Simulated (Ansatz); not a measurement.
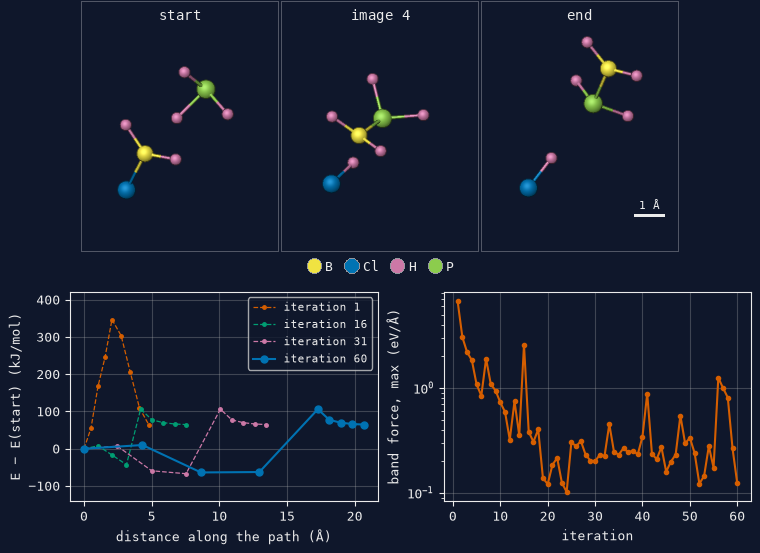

A nudged-elastic-band calculation for BPH₅Cl, made up at the start of BH₂Cl and PH3. Images are numbered from 0 (start) to 8 (end). The plot follows the band through its iterations. Style: ball-and-stick. Shown from a free direction.

Level of theory: RKS PBE0/6-31G* in Ansatz 0.2.0. Set-up: 7 movable images; climbing image; force threshold 0.03 eV/Å; iteration limit 60; starting path through a guess of the saddle point.

Judge this run.

The result isn't final. The band hadn't converged when the run stopped after 60 iterations. The largest component of the band force went from 6.7 to 0.12 eV/Å. The barrier read from it is provisional, though the highest image hardly moved in the last two iterations. The first iteration put the highest image at 347.0 kJ/mol. The energy climbs by 106.2 kJ/mol to image 4 and then falls by 41.3 kJ/mol, so the end point sits at +64.9 kJ/mol. Image 2 lies below both ends, at −63.6 kJ/mol, which may mean an intermediate minimum or an end that is no minimum.

Limits of the set-up: the start holds two separate molecules, 2.9 Å apart at their closest, whose relative position is a soft coordinate and is computed without a dispersion correction.

The run took 13 min on 1 thread of Arm Neoverse V2 (shared host), peak memory 0.12 GiB.
